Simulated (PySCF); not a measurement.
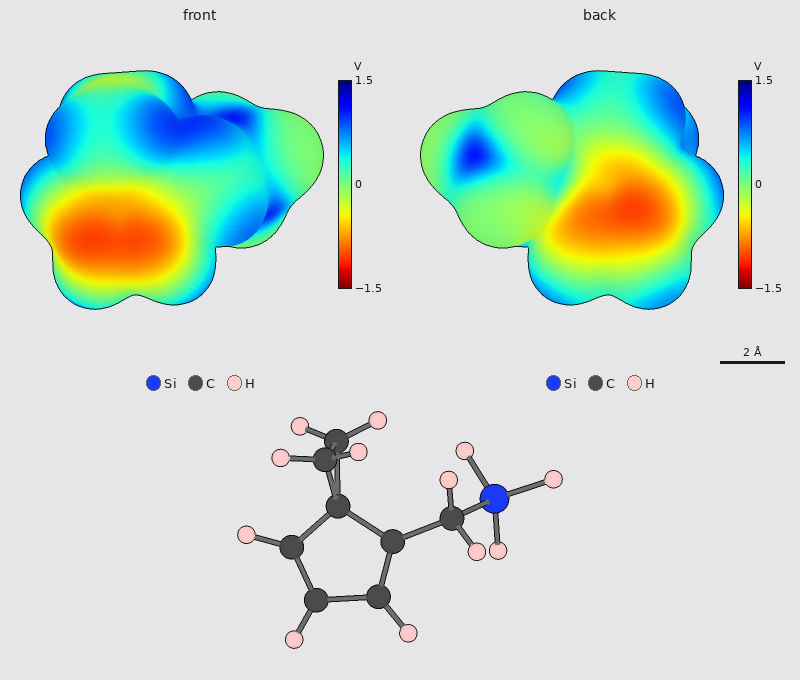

Figure. C₈H₁₂Si (SMILES [SiH3]CC1=CC=CC12CC2). The electrostatic potential painted on the density surface at 0.002 e/bohr³, seen from the front and from behind; the colour scale runs from red (negative) to blue (positive). The bare structure is drawn below in the same view.

Geometry: GFN2-xTB.

The calculation used PBE0/pcSseg-1, SCF density, gas phase, non-relativistic (PySCF).

```xyz
21

Si    2.6672   -0.0166   -0.7173
C     1.3284    1.0170    0.1776
C     0.2249    0.1554    0.6651
C     0.2002   -0.5931    1.7893
C    -1.0401   -1.3251    1.8606
C    -1.7865   -1.0358    0.7815
C    -1.0504   -0.0701   -0.0515
C    -1.1717   -0.0541   -1.5617
C    -1.7863    1.0420   -0.7775
H     3.1590   -1.0512    0.1890
H     2.1067   -0.6386   -1.9191
H     3.7571    0.8822   -1.1071
H     1.7955    1.5228    1.0247
H     0.9478    1.7905   -0.4907
H     0.9759   -0.6452    2.5328
H    -1.2994   -1.9917    2.6637
H    -2.7620   -1.4090    0.5309
H    -1.8154   -0.7973   -2.0072
H    -0.2754    0.1509   -2.1261
H    -2.8599    1.0659   -0.6697
H    -1.3245    2.0180   -0.7876
```

### Describe the electrostatic potential map.

The most negative region (about −1.0 V) lies over the π face of C3, C4, C5 and C6, the most positive (about +1.0 V) over Si1, H14 and H21.

### What dipole moment does the calculation give?

Its dipole moment is 1.12 D.
